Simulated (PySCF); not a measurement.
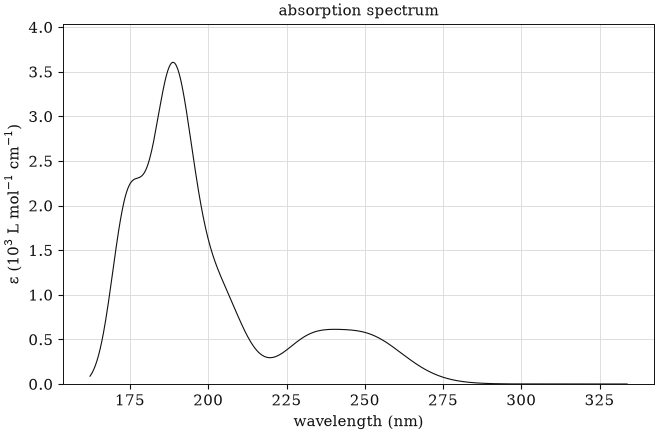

Vertical TDDFT excitations, PBE0/def2-TZVPD in PySCF 2.14.0, at a PBE0-D3(BJ)/def2-SVP geometry (no frequency check), gas phase. The lowest 10 singlet states are shown; each is broadened by a Gaussian of 1/e half-width 0.30 eV.

> Whose absorption spectrum is this?
A. C₂H₅BrOSi, SMILES [SiH3]O/C=C\Br
B. C₄H₇Ga, SMILES C[C@@H]1C=[C]1[GaH2], singlet
C. C₄H₈AlN, SMILES C1#[N+][AlH2-][CH2]CC1, singlet

Option C. Its lowest singlet lies at 4.91 eV (f = 0.009) and the brightest of those computed is S7 at 6.59 eV (188 nm), f = 0.037, mainly HOMO → LUMO+3 (85 %).

Caveats: one conformer of a flexible molecule; core orbitals are frozen in the response.
